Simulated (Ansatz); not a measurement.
# TiC (Fm-3m): the Drude term of Re ε in the infrared

Re ε of TiC (Fm-3m) at low photon energies is read from one computed spectrum; the carriers' damping was typed as γ = 0.1 eV.

Symmetry: Fm-3m, No. 225, cubic system. The conventional cell has a = 4.319 Å, b = 4.319 Å, c = 4.319 Å, α = 90.00°, β = 90.00°, γ = 90.00°. Ti on site a has 6 C at 2.16 Å as nearest neighbours. C on site b is surrounded by 6 Ti at 2.16 Å.

Method: Ansatz 0.2.0, PBE, independent particles, k-mesh 18×18×18 with interpolation inside its cells, Gaussian parameter 0.2 eV.

Launch of the response step: `ansatz run input.yaml --threads 4 --pin off --max-ram 8192MiB --backend cpu --events-out ev --progress --plain --runs-dir out`. The run took 5 s, on 4 threads of Intel(R) Xeon(R) 6975P-C (Granite Rapids) (shared host).

| photon energy E (eV) | wavelength (µm) | Re ε |
| --- | --- | --- |
| 0.25 | 4.96 | ? |
| 0.30 | 4.13 | -78.6 |
| 0.35 | 3.54 | -52.9 |
| 0.40 | 3.10 | -36.3 |
| 0.50 | 2.48 | -17.1 |
| 0.60 | 2.07 | -7.3 |
| 0.70 | 1.77 | -2.4 |

A Drude term over a constant background gives Re ε = ε_b − ωp²/(E² + γ²), linear in 1/(E² + γ²).

Working, on the rows shown:

| x = 1/(E² + γ²) (eV⁻²) | y = Re ε |
| --- | --- |
| 10 | -78.6 |
| 7.54717 | -52.9 |
| 5.88235 | -36.3 |
| 3.84615 | -17.1 |
| 2.7027 | -7.3 |
| 2 | -2.4 |

Means: x̄ = 5.3297, ȳ = -32.433. Σ(x − x̄)(y − ȳ) = -451.9, Σ(x − x̄)² = 47.22. Slope = -451.9 / 47.22 = -9.57; intercept = ȳ − slope · x̄ = 18.57. The line misses the rows shown by at most 1.8.

Problem. Predict the last column of the withheld row from the fit.

Solution. At x = 13.793 the line gives y = -113.42. The run gave -120.7, so the extrapolation is off by 7.3, 6 % of the range in the table. Beyond its data the fit drifts from the curve.

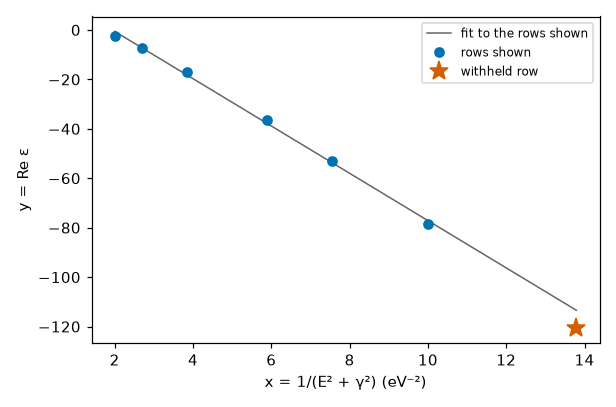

Refitted with all rows, the slope is -10.06 and the intercept 20.708. These give ωp = √(−slope) = 3.17 eV, against 3.64 eV from the program's Fermi-surface sum, and an intercept of 20.7. Taking the program's Drude term off the rows leaves 62 at the lowest energy and 24 at the highest, so the background isn't constant: interband transitions lie in or near the window, and neither fitted number can be trusted. The cell comes from an older database entry, whose edges can be off by a per cent or so. The values come from a sum over the points of one k-mesh and carry its error, which is largest for Fermi-surface quantities.
